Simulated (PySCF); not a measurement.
# SnH2F2 (SMILES [F][SnH2][F]): r2SCAN/def2-SVP (core potential)

Aim: the energy change on altering one bond length of SnH2F2 at r2SCAN/def2-SVP (core potential), from 2 runs. 

The calculation is run with PySCF 2.14.0.

2 further runs of the same task are left out: 2 set aside as unsound or not needed.

### 1 Starting point

SnH2F2 has 5 atoms, charge 0, and is taken as a singlet. As SMILES, `[F][SnH2][F]`. Geometry: relaxed at PBE0-D4/def2-TZVP.

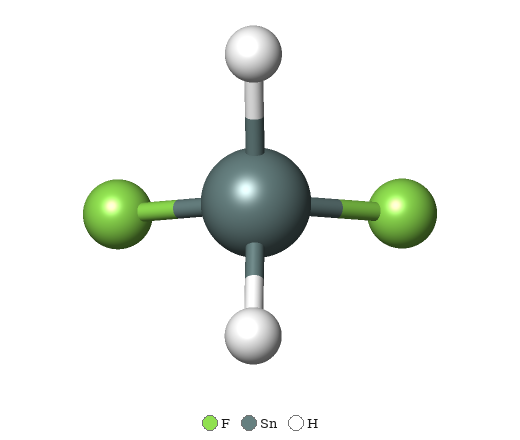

The structure, seen from a chosen angle (fluorine green, tin teal, hydrogen white).

### 2 A single-point energy at r2SCAN/def2-SVP (core potential)

The input, run.py:

```python
# [F][SnH2][F]
from pyscf import gto, dft

system = gto.Mole()
system.atom = [
    ('F', (-0.343500, -0.356300, 1.741400)),
    ('Sn', (0.128900, -0.073200, -0.086200)),
    ('F', (-1.231200, 1.110700, -0.712400)),
    ('H', (-0.087400, -1.547100, -0.889100)),
    ('H', (1.583200, 0.792100, -0.095000)),
]
system.basis = 'def2-svp'
system.max_memory = 1860
system.spin = 0
system.ecp = {'Sn': 'def2-svp'}
system.verbose = 3
system.charge = 0
system.build()

myscf = dft.RKS(system)
myscf.xc = 'r2scan'
myscf.conv_tol = 1e-10
myscf.grids.level = 5
myscf.kernel()
if not myscf.converged:
    myscf = myscf.newton().run(myscf.mo_coeff, myscf.mo_occ)

e_final = myscf.e_tot
print('E(%s) = %.9f' % ('R2SCAN', e_final))
```

Command:

```sh
$ OMP_NUM_THREADS=1 python run.py
```

Log:

```text
converged SCF energy = -415.047877536641
E(R2SCAN) = -415.047877537
```

Run time: 18 s. Hardware: 1 thread of Arm Neoverse V1, shared host; peak memory 0.37 GiB.

### 3 The distorted shape at the same level

The input, job.py:

```python
from pyscf import gto, dft

mol = gto.M(
    atom=[
    ('F', (0.064548, -0.711486, 1.929268)),
    ('Sn', (0.536948, -0.428386, 0.101668)),
    ('F', (-1.231200, 1.110700, -0.712400)),
    ('H', (0.320648, -1.902286, -0.701232)),
    ('H', (1.991248, 0.436914, 0.092868)),
],
    basis='def2-svp',
    ecp={'Sn': 'def2-svp'},
    verbose=3,
    max_memory=1860,
)

mf = dft.RKS(mol, xc='r2scan')
mf.conv_tol = 1e-10
mf.grids.level = 5
mf.kernel()
if not mf.converged:
    mf = mf.newton().run(mf.mo_coeff, mf.mo_occ)

e_final = mf.e_tot
print('E(%s) = %.9f' % ('R2SCAN', e_final))
```

Command:

```sh
$ OMP_NUM_THREADS=1 python job.py
```

Log:

```text
converged SCF energy = -414.986974227456
E(R2SCAN) = -414.986974227
```

It took 17 s on 1 thread of Arm Neoverse V1, shared host; peak memory 0.37 GiB.

### 4 Results

Level: r2SCAN/def2-SVP (core potential).

| quantity | value |
| --- | --- |
| first shape: total energy | -415.04788 Eh |
| first shape: dipole moment | 3.30 D |
| first shape: HOMO energy | -8.48 eV |
| first shape: LUMO energy | -1.35 eV |
| first shape: HOMO–LUMO gap | 7.13 eV |
| distorted shape: total energy | -414.98697 Eh |
| distorted shape: dipole moment | 4.93 D |
| distorted shape: HOMO energy | -6.91 eV |
| distorted shape: LUMO energy | -3.38 eV |
| distorted shape: HOMO–LUMO gap | 3.53 eV |
| energy change with the Sn2–F3 bond stretched from 1.909 to 2.481 Å | 1.657 eV |

What this shows: With the Sn2–F3 bond stretched from 1.909 to 2.481 Å the energy rises by 1.66 eV (160 kJ/mol). The first shape isn't relaxed at this level, so the change isn't measured from a minimum. Mulliken charges (first shape) run from -0.43 on F3 to +1.03 on Sn2; they depend strongly on the basis.
